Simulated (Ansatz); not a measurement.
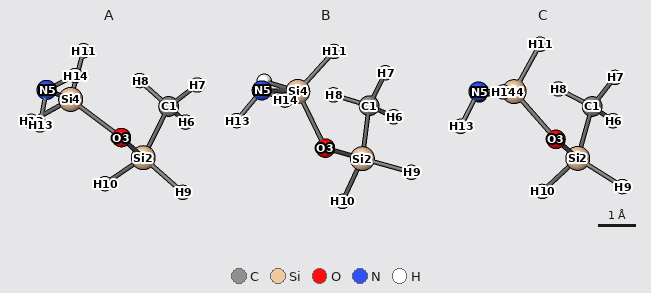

3 geometries from a converged minimum-energy path of CH$_{9}$NOSi$_{2}$, shuffled. The picture is a ball-and-stick view, seen from a free direction.

Level of theory: Ansatz, RKS PBE-D4/STO-3G. Set-up: 7 movable images; climbing image; force threshold 0.05 eV/Å; iteration limit 60; starting path through a guess of the saddle point.

Which of them lies highest in energy?

Answer. B. In order along the path, whose images run from 0 to 8: A (image 0, 0.000 eV), C (image 3, +0.023 eV), B (image 5, +0.062 eV). The motion is a rotation about the Si2–O3 bond by about 130°. No bond forms or breaks between the ends. Bond angles that change up to the highest image, for instance: O3–Si2–H10 111.8° → 107.8°, Si2–O3–Si4 114.8° → 118.0°.

Limits of the set-up: STO-3G is a minimal basis, so the numbers are rough.

Cost: 4.7 min on 1 thread of AMD EPYC 9R45 96-Core Processor (Zen 5) (shared host), peak memory 0.13 GiB.
